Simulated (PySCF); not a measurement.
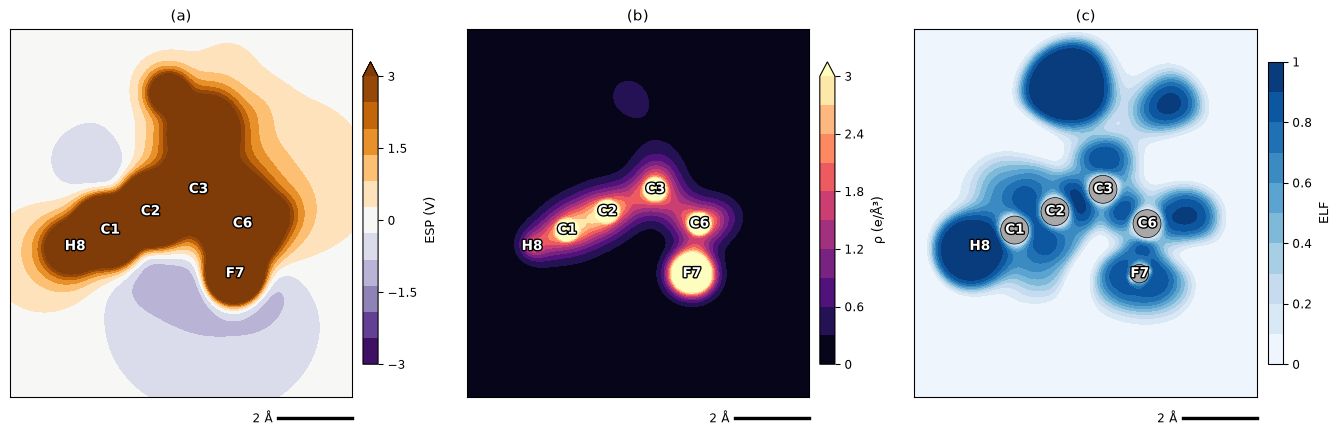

Figure 1: C5H7FSi. (a) electrostatic potential; (b) electron density; (c) electron localisation function on the plane of atoms C3, C6 and F7. Grey discs cover the atomic cores in the ELF map.

Geometry: GFN2-xTB.

These are results of PySCF, PBE0/pcSseg-1, SCF density, gas phase, non-relativistic, not measurements.

The calculation's input:

```
{"job": {"kind": "nmr", "xc": "PBE0", "basis": "pcSseg-1"}, "charge": 0, "multiplicity": 1}
C      2.638261    -0.132075    -0.387047
C      1.452735    -0.079077    -0.221899
C      0.040228    -0.009582    -0.025424
Si    -0.702580     1.729545    -0.169000
C     -0.765803    -1.212467    -0.483881
C     -0.564728    -0.967703     0.968239
F      0.250239    -1.811761     1.660654
H      3.675775    -0.182598    -0.529442
H     -0.453425     2.216479    -1.524774
H     -2.142246     1.605215     0.077242
H     -0.076420     2.587192     0.834729
H     -1.748822    -1.055795    -0.901788
H     -0.217922    -2.034137    -0.921727
H     -1.385970    -0.653708     1.601951
```

Launched as:

```sh
OMP_NUM_THREADS=1 python probes_run.py task.json out
```

### Interpret the plot.

The plane passes through C, F and H nuclei.
C–C (1.20 Å): the density is about 2.7 e/Å³ at the midpoint; the ELF peaks at about 0.85 between the atoms (a short, multiple covalent bond).
C–F (1.36 Å): ρ is about 2.2 e/Å³ halfway, with its minimum of 1.7 e/Å³ about 0.5 Å from C; the ELF peaks at about 0.85 between the atoms, as expected for a shared but strongly polarised pair.
C–H (1.05 Å): ρ is about 2.2 e/Å³ halfway; the ELF climbs to about 1 towards the hydrogen, as it does in any bond to H (a covalent bond by its length).
The ELF also peaks beside F7, away from the bonds: lone-pair regions.
Outside the dense part of the molecule the potential is most negative (−1.4 V) near F7.
